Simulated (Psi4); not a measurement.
**triplet C4H8OS, run twice**

Aim: a single-point energy of triplet C4H8OS at UMP2/6-31G* (spherical functions).

The results are computed with Psi4 1.11.

6 further runs of the same task are left out: 4 that didn't finish, 2 set aside as unsound or not needed.

**1. The system as given**

C4H8OS has 14 atoms, charge 0, and is taken as a triplet. As SMILES of the parent species, `CCSC(C)=O`. The coordinates come from a PBE0-D4/def2-TZVP relaxation. This is one conformer, not always the lowest. That shape belongs to the parent species and isn't relaxed for this state.

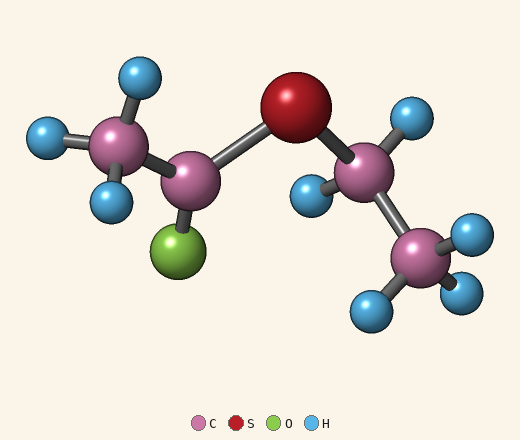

The structure, seen from a chosen angle (carbon pink, sulfur red, oxygen green, hydrogen blue).

**2. First attempt**

Input file c4h8os.xyz:

```xyz
14
C4H8OS
C     -1.731090    -1.355780    -0.286560
C     -0.416140    -1.488180     0.454160
S      0.146810     0.056630     1.195280
C      0.929100     0.805240    -0.204820
C      1.484960     2.170660     0.087110
O      1.007220     0.274410    -1.281510
H     -1.633720    -0.656740    -1.117860
H     -2.524580    -1.001430     0.374100
H     -2.032230    -2.325260    -0.692790
H      0.381590    -1.819770    -0.212680
H     -0.488050    -2.195470     1.282920
H      1.391290     2.444090     1.137930
H      0.949830     2.899810    -0.525390
H      2.535020     2.191800    -0.209900
```

Input file run.py:

```python
import psi4

psi4.set_memory(1600000000)
psi4.set_num_threads(1)
psi4.core.set_output_file('output.dat', False)

with open('c4h8os.xyz') as f:
    atoms = ''.join(f.readlines()[2:])
molecule = psi4.geometry('0 3\n' + atoms + 'symmetry c1\nno_reorient\nno_com')

psi4.set_options({
    'basis': '6-31G*',
    'reference': 'uhf',
    'puream': True,
    'e_convergence': 1e-09,
    'd_convergence': 1e-08,
    'scf_type': 'pk',
    'num_frozen_docc': 10,
    'mp2_type': 'conv',
    'maxiter': 100,
})

result = psi4.energy('mp2', molecule=molecule)
print(f'total energy {result:.8f} hartree = {result * 27.211386:.5f} eV')
for k, v in sorted(psi4.core.scalar_variables().items()):
    print(f'{k:45s} {v:18.10f}')
```

Command:

```
$ python run.py
```

output.dat:

```text
=> Loading Basis Set <=

    Name: 6-31G*
    Role: ORBITAL
    Keyword: BASIS

         ---------------------------------------------------------
                                   SCF
                              UHF Reference
                        1 Threads,   1525 MiB Core
         ---------------------------------------------------------

  ==> Geometry <==

    Molecular point group: c1
    Full point group: C1

    Geometry (in Angstrom), charge = 0, multiplicity = 3:

       Center              X                  Y                   Z               Mass
    ------------   -----------------  -----------------  -----------------  -----------------
         C           -1.731090000000    -1.355780000000    -0.286560000000    12.000000000000
         C           -0.416140000000    -1.488180000000     0.454160000000    12.000000000000
         S            0.146810000000     0.056630000000     1.195280000000    31.972071174400
[... 10 lines of this table left out ...]
         H            2.535020000000     2.191800000000    -0.209900000000     1.007825032230

  Running in c1 symmetry.

  Rotational constants: A =      0.16473  B =      0.06384  C =      0.05219 [cm^-1]
  Rotational constants: A =   4938.48938  B =   1914.01386  C =   1564.72212 [MHz]
  Nuclear repulsion =  299.767846289575971

[... 69 lines left out ...]
  ==> Iterations <==

                        Total Energy        Delta E     RMS |[F,P]|

   @UHF iter SAD:  -627.57258380576275   -6.27573e+02   0.00000e+00
   @UHF iter   1:  -628.11494706669407   -5.42363e-01   5.71046e-03 DIIS/ADIIS
   @UHF iter   2:  -628.24769134598421   -1.32744e-01   4.07791e-03 DIIS/ADIIS
   @UHF iter   3:  -628.32250247593527   -7.48111e-02   7.81889e-04 DIIS/ADIIS
   @UHF iter   4:  -628.32892307662530   -6.42060e-03   3.34801e-04 DIIS/ADIIS
   @UHF iter   5:  -628.33035735125713   -1.43427e-03   1.63773e-04 DIIS/ADIIS
   @UHF iter   6:  -628.33117915562070   -8.21804e-04   1.16613e-04 DIIS/ADIIS
   @UHF iter   7:  -628.33169722969501   -5.18074e-04   8.63716e-05 DIIS
   @UHF iter   8:  -628.33215324186483   -4.56012e-04   5.93828e-05 DIIS
   @UHF iter   9:  -628.33250187111116   -3.48629e-04   4.26717e-05 DIIS
[... 81 lines of further cycles ...]
   @UHF iter  91:  -628.33270793471638    1.83416e-06   6.54933e-06 DIIS
   @UHF iter  92:  -628.33270882351542   -8.88799e-07   6.58582e-06 DIIS
   @UHF iter  93:  -628.33270987620642   -1.05269e-06   6.57087e-06 DIIS
   @UHF iter  94:  -628.33271478117797   -4.90497e-06   6.54499e-06 DIIS
   @UHF iter  95:  -628.33270919295342    5.58822e-06   6.18315e-06 DIIS
   @UHF iter  96:  -628.33270857719253    6.15761e-07   6.24353e-06 DIIS
   @UHF iter  97:  -628.33271243627019   -3.85908e-06   6.82097e-06 DIIS
   @UHF iter  98:  -628.33271779779147   -5.36152e-06   7.78580e-06 DIIS
   @UHF iter  99:  -628.33263671510815    8.10827e-05   2.35133e-05 DIIS
   @UHF iter 100:  -628.33269958182984   -6.28667e-05   6.67368e-06 DIIS

PsiException: Could not converge SCF iterations in 100 iterations.

  Failed to converge.
```

Standard output:

```text
psi4.driver.p4util.exceptions.SCFConvergenceError: Could not converge SCF iterations in 100 iterations.
```

Wall time 12 s (1 thread of AMD EPYC 7R43 (Zen 3), shared host); peak memory 0.41 GiB.

**3. Reading the log**

The run stopped without converging.

The telling line is `psi4.driver.p4util.exceptions.SCFConvergenceError: Could not converge SCF iterations in 100 iterations.`. The sound input adds `'soscf': True,`, `'soscf_start_convergence': 0.001,`. These settings are changed for another try; the log doesn't prove which change is needed.

**4. The mended input**

c4h8os.xyz is that of step 2.

run.py: that of step 2 with these lines changed.

```diff
@@ -20,2 +20,4 @@
     'maxiter': 100,
+    'soscf': True,
+    'soscf_start_convergence': 0.001,
 })
```

Command:

```
$ python run.py
```

output.dat:

```text
[...]
  Running in c1 symmetry.
[...]
  Nuclear repulsion =  299.767846289575971
[...]
  Multiplicity = 3
[...]
  Nalpha       = 29
  Nbeta        = 27
[...]
    Number of basis functions: 104
[...]
   @UHF iter   1:  -628.11494706669407   -5.42363e-01   5.71046e-03 DIIS/ADIIS
[...]
   @UHF iter  39:  -628.37570478602856   -3.97904e-12   6.37342e-09 SOSCF, nmicro=conv
[...]
   @S^2 Observed:                2.018577537E+00
[...]
    Orbital Energies [Eh]
    ---------------------
    Alpha Occupied:
       1A    -91.943862     2A    -20.663943     3A    -11.272604
       4A    -11.258743     5A    -11.239190     6A    -11.220073
       7A     -8.959014     8A     -6.642202     9A     -6.639664
      10A     -6.638317    11A     -1.518286    12A     -1.093167
      13A     -1.033728    14A     -0.953290    15A     -0.846317
      16A     -0.785397    17A     -0.739044    18A     -0.710008
      19A     -0.664033    20A     -0.623703    21A     -0.582998
      22A     -0.573773    23A     -0.569273    24A     -0.540363
      25A     -0.515421    26A     -0.462996    27A     -0.447685
      28A     -0.403108    29A     -0.236388
    Alpha Virtual:
[...]
  @UHF Final Energy:  -628.37570478602856
   => Energetics <=
    Nuclear Repulsion Energy =            299.7678462895759708
    One-Electron Energy =               -1458.2656872580923846
    Two-Electron Energy =                 530.1221361824877931
    Total Energy =                       -628.3757047860285638
  UHF NO Occupations:
  HONO-2 :   27  A 1.9972989
  HONO-1 :   28  A 1.0000000
[...]
 Multipole Moments:
 ------------------------------------------------------------------------------------
     Multipole            Electronic (a.u.)      Nuclear  (a.u.)        Total (a.u.)
 ------------------------------------------------------------------------------------
 L = 1.  Multiply by 2.5417464519 to convert [e a0] to [Debye]
 Dipole X            :        -20.0927869           20.0062470           -0.0865399
 Dipole Y            :         -6.5824295            6.4818173           -0.1006122
 Dipole Z            :        -17.4427201           17.4007304           -0.0419896
 Magnitude           :                                                    0.1391944
[...]
	SCS-MP2 Total Energy (a.u.)        :  -629.11939194398815
	SOS-MP2 Total Energy (a.u.)        :  -629.05614963635173
	SCSN-MP2 Total Energy (a.u.)       :  -628.70962417034889
[...]
	SOS-PI-MP2 Total Energy (a.u.)     :  -629.16955711140565
[...]
	MP2 Total Energy (a.u.)            :  -629.13246908420717
[...]
```

Standard output:

```text
total energy -629.13246908 hartree = -17119.56646 eV
CURRENT CORRELATION ENERGY                         -0.7567642982
CURRENT ENERGY                                   -629.1324690842
CURRENT REFERENCE ENERGY                         -628.3757047860
DD SOLVATION ENERGY                                 0.0000000000
HF KINETIC ENERGY                                 629.0045583753
HF POTENTIAL ENERGY                             -1257.3802631613
HF TOTAL ENERGY                                  -628.3757047860
HF VIRIAL RATIO                                     1.9990002400
MP2 CORRELATION ENERGY                             -0.7567642982
MP2 DOUBLES ENERGY                                 -0.7567642982
MP2 OPPOSITE-SPIN CORRELATION ENERGY               -0.5670373753
MP2 SAME-SPIN CORRELATION ENERGY                   -0.1897269229
MP2 SINGLES ENERGY                                  0.0000000000
MP2 TOTAL ENERGY                                 -629.1324690842
NUCLEAR REPULSION ENERGY                          299.7678462896
ONE-ELECTRON ENERGY                             -1458.2656872581
PCM POLARIZATION ENERGY                             0.0000000000
PE ENERGY                                           0.0000000000
SCF ITERATION ENERGY                             -628.3757047860
SCF ITERATIONS                                     39.0000000000
SCF TOTAL ENERGY                                 -628.3757047860
SCS(N)-MP2 CORRELATION ENERGY                      -0.3339193843
SCS(N)-MP2 TOTAL ENERGY                          -628.7096241703
SCS-MP2 CORRELATION ENERGY                         -0.7436871580
SCS-MP2 TOTAL ENERGY                             -629.1193919440
SCS-MP2-VDW CORRELATION ENERGY                     -0.8206713018
SCS-MP2-VDW TOTAL ENERGY                         -629.1963760878
SOS-MP2 CORRELATION ENERGY                         -0.6804448503
SOS-MP2 TOTAL ENERGY                             -629.0561496364
SOS-PI-MP2 CORRELATION ENERGY                      -0.7938523254
SOS-PI-MP2 TOTAL ENERGY                          -629.1695571114
TWO-ELECTRON ENERGY                               530.1221361825
```

Run time: 63 s. Hardware: 1 thread of AMD EPYC 7R43 (Zen 3), shared host; peak memory 0.68 GiB.

**5. Results**

Level: UMP2/6-31G* (spherical functions).

| quantity | value |
| --- | --- |
| total energy | -629.13247 Eh |
| HOMO energy (Hartree–Fock orbitals) (highest over α and β) | -6.43 eV |
| LUMO energy (Hartree–Fock orbitals) (lowest over α and β) | 1.23 eV |
| correlation energy (10 core orbitals frozen) | -756.8 mEh |
| ⟨S²⟩ of the reference determinant | 2.019 |
